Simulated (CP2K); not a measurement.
**PM6 run of CH4BFO2 (SMILES COB(O)F)**

Aim: the vertical ionisation energy of CH4BFO2 at PM6, from 2 runs. 

The results are computed with CP2K 2026.2.

3 further runs of the same task are left out: 1 that didn't finish, 2 set aside as unsound or not needed.

### 1 Starting point

CH4BFO2: 9 atoms, total charge 0, spin state singlet. SMILES: `COB(O)F`. Geometry: relaxed at PBE0-D4/def2-TZVP. This is one conformer, not always the lowest.

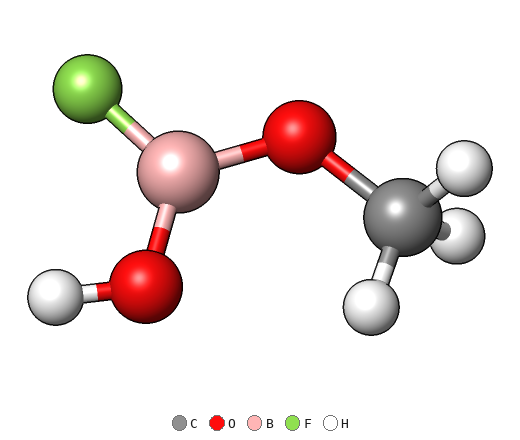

Viewed from a chosen angle; carbon grey, oxygen red, boron pink, fluorine green, hydrogen white.

### 2 A single-point energy at PM6

gas.inp reads:

```
&global
 project_name gas
 run_type ENERGY
 print_level MEDIUM
&end global
&force_eval
 method QS
 &dft
  ! Quickstep
  &qs
   method PM6
   eps_default 1.0E-10
   &se
    &coulomb
     cutoff [angstrom] 50
     rc_range [angstrom] 0
    &end coulomb
    &exchange
     cutoff [angstrom] 50
     rc_range [angstrom] 0
    &end exchange
   &end se
  &end qs
  ! cluster boundary conditions
  &poisson
   periodic NONE
   poisson_solver ANALYTIC
  &end poisson
  ! self-consistent field
  &scf
   scf_guess ATOMIC
   eps_scf 1.0E-06
   max_scf 150
   added_mos 2
   &diagonalization
    algorithm STANDARD
   &end diagonalization
   &mixing
    method DIRECT_P_MIXING
    alpha 0.4
   &end mixing
  &end scf
  ! extra output
  &print
   &moments
    periodic F
    reference COM
    max_moment 1
   &end moments
   &mo ON
    energies T
    occupation_numbers T
    ndigits 6
    &each
     qs_scf 0
    &end each
    add_last NUMERIC
   &end mo
   &hirshfeld OFF
   &end hirshfeld
  &end print
 &end dft
 ! structure
 &subsys
  ! box in angstrom
  &cell
   abc 11.3 11 12
   periodic NONE
  &end cell
  &coord
   SCALED T
   C    0.44846018   0.55207727   0.37831250
   O    0.46282301   0.57010455   0.49418750
   B    0.53427434   0.49967727   0.55626250
   O    0.59799115   0.40611364   0.51252917
   F    0.54145133   0.52447727   0.66507917
   H    0.35534513   0.53334091   0.36118750
   H    0.50231858   0.47671364   0.34787083
   H    0.47378761   0.63532273   0.33492083
   H    0.64465487   0.36467727   0.56747083
  &end coord
 &end subsys
&end force_eval
```

The run is started by

```console
$ OMP_NUM_THREADS=1 cp2k.psmp -i gas.inp -o gas.out
```

The program printed:

```text
CP2K| version string:                                       CP2K version 2026.2
[...]
 GLOBAL| Method name                                                        CP2K
[...]
 GLOBAL| Run type                                                         ENERGY
[...]
                             - Atoms:                                          9
[...]
                             - Spherical basis functions:                     24
[...]
 Number of electrons:                                                         30
[...]
     1 P_Mix/Diag. 0.40E+00    0.0     0.80128512       -40.9735315959 -4.10E+01
[...]
    18 DIIS/Diag.  0.21E-06    0.0     0.00000024       -47.4357652948 -4.28E-12
  *** SCF run converged in    18 steps ***
  Core-core repulsion energy [eV]:                           2186.67150609233568
  Core Hamiltonian energy [eV]:                             -2164.28321221501619
  Two-electron integral energy [eV]:                        -2626.36222368959852
  Electronic energy [eV]:                                   -3477.46432405981523
  Total energy [eV]:                                        -1290.79281796747932
  Atomic reference energy [eV]:                              1280.45513400939763
  Heat of formation [kcal/mol]:                              -238.39267427420830
[...]
 SE_DIPOLE| Moment [Debye]         -0.50382896       1.12184400       1.78189413
 SE_DIPOLE| Derivative [a.u.]       0.00000000       0.00000000       0.00000000
 ENERGY| Total FORCE_EVAL ( QS ) energy [hartree]            -47.435765294842824
[...]
```

Run time: 1.8 s. Hardware: 1 thread of Intel Xeon at 2.50GHz (Skylake/Cascade Lake), shared host; peak memory 0.19 GiB.

### 3 The doublet cation, same level

molecule.inp reads:

```
&GLOBAL
  PROJECT_NAME molecule
  RUN_TYPE ENERGY
  PRINT_LEVEL MEDIUM
&END

&FORCE_EVAL
  METHOD QS
  &DFT
    CHARGE 1
    MULTIPLICITY 2
    UNRESTRICTED_KOHN_SHAM T
    &QS
      METHOD PM6
      EPS_DEFAULT 1.0E-10
      &SE
        &COULOMB
          CUTOFF [angstrom] 50
          RC_RANGE [angstrom] 0
        &END
        &EXCHANGE
          CUTOFF [angstrom] 50
          RC_RANGE [angstrom] 0
        &END
      &END
    &END
    &POISSON
      PERIODIC NONE
      POISSON_SOLVER ANALYTIC
    &END
    &SCF
      SCF_GUESS ATOMIC
      EPS_SCF 1.0E-06
      MAX_SCF 150
      ADDED_MOS 2
      &DIAGONALIZATION
        ALGORITHM STANDARD
      &END
      &MIXING
        METHOD DIRECT_P_MIXING
        ALPHA 0.4
      &END
    &END
    &PRINT
      &MOMENTS
        PERIODIC F
        REFERENCE COM
        MAX_MOMENT 1
      &END
      &MO ON
        ENERGIES T
        OCCUPATION_NUMBERS T
        NDIGITS 6
        &EACH
          QS_SCF 0
        &END
        ADD_LAST NUMERIC
      &END
      &HIRSHFELD OFF
      &END
    &END
  &END
  &SUBSYS
    &CELL
      ABC 11.3 11 12
      PERIODIC NONE
    &END
    &COORD
      SCALED T
      C    0.44846018   0.55207727   0.37831250
      O    0.46282301   0.57010455   0.49418750
      B    0.53427434   0.49967727   0.55626250
      O    0.59799115   0.40611364   0.51252917
      F    0.54145133   0.52447727   0.66507917
      H    0.35534513   0.53334091   0.36118750
      H    0.50231858   0.47671364   0.34787083
      H    0.47378761   0.63532273   0.33492083
      H    0.64465487   0.36467727   0.56747083
    &END
  &END
&END
```

The run is started by

```console
$ OMP_NUM_THREADS=1 cp2k.psmp -i molecule.inp > molecule.out 2>&1
```

The program printed:

```text
CP2K| version string:                                       CP2K version 2026.2
[...]
 GLOBAL| Method name                                                        CP2K
[...]
 GLOBAL| Run type                                                         ENERGY
[...]
                             - Atoms:                                          9
[...]
                             - Spherical basis functions:                     24
[...]
 Number of electrons:                                                         15
[...]
     1 P_Mix/Diag. 0.40E+00    0.0     0.39290687       -40.4281249698 -4.04E+01
[...]
    27 DIIS/Diag.  0.89E-07    0.0     0.00000059       -47.0331558627  2.34E-13
  *** SCF run converged in    27 steps ***
  Core-core repulsion energy [eV]:                           2186.67150609233568
  Core Hamiltonian energy [eV]:                             -2113.51806923817412
  Two-electron integral energy [eV]:                        -2705.98139003682900
  Electronic energy [eV]:                                   -3466.50876425658862
  Total energy [eV]:                                        -1279.83725816425294
  Atomic reference energy [eV]:                              1280.45513400939763
  Heat of formation [kcal/mol]:                                14.24855661004575
[...]
 SE_DIPOLE| Moment [Debye]          1.50779337      -0.46515884       4.78546804
 SE_DIPOLE| Derivative [a.u.]       0.00000000       0.00000000       0.00000000
 ENERGY| Total FORCE_EVAL ( QS ) energy [hartree]            -47.033155862666263
[...]
```

Wall time 1.9 s (1 thread of Intel Xeon at 2.50GHz (Skylake/Cascade Lake), shared host); peak memory 0.18 GiB.

### 4 Summary of results

Level: PM6.

| quantity | value |
| --- | --- |
| singlet CH4BFO2: total energy | -47.43577 Eh |
| singlet CH4BFO2: dipole moment | 2.17 D |
| singlet CH4BFO2: HOMO energy | -11.43 eV |
| singlet CH4BFO2: LUMO energy | 1.10 eV |
| singlet CH4BFO2: HOMO–LUMO gap | 12.54 eV |
| singlet CH4BFO2: heat of formation | -238.4 kcal/mol |
| doublet cation: total energy | -47.03316 Eh |
| doublet cation: HOMO energy (highest over α and β) | -18.46 eV |
| doublet cation: LUMO energy (lowest over α and β) | -10.51 eV |
| doublet cation: heat of formation | 14.2 kcal/mol |
| vertical ionisation energy (to the doublet cation) | 10.956 eV |

What this shows: The vertical ionisation energy comes to 10.96 eV (253 kcal/mol).
